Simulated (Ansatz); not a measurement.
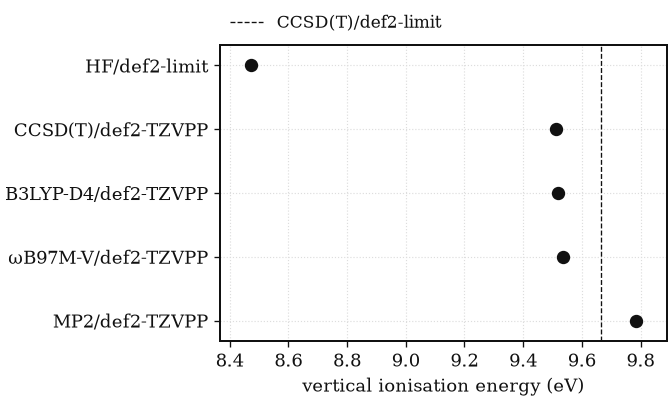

Vertical ionisation energy of C₂H₄OSi, SMILES O=C=C[SiH3], taken as the energy of the cation less that of the neutral at fixed geometry (unrestricted doublet cation, cores frozen in correlated methods, no spin-orbit coupling), the Ansatz code 0.2.0, at a PBE0-D4/def2-TZVP geometry (a minimum by its frequencies). Limit means an estimate of the basis limit from triple and quadruple zeta; for coupled cluster it is either extrapolated directly or built as the MP2 limit plus the step from MP2 in triple zeta. The distance of CCSD(T)/def2-TZVPP and MP2/def2-TZVPP to the limit includes basis error.

Q: What range do the values span, the line included?

A: From 8.47 eV (HF/def2-limit) to 9.78 eV (MP2/def2-TZVPP).

Q: Which level comes closest to the line (CCSD(T)/def2-limit), and which misses most?

A: Closest MP2/def2-TZVPP (9.78 eV), against 9.67 eV; farthest HF/def2-limit (8.47 eV).
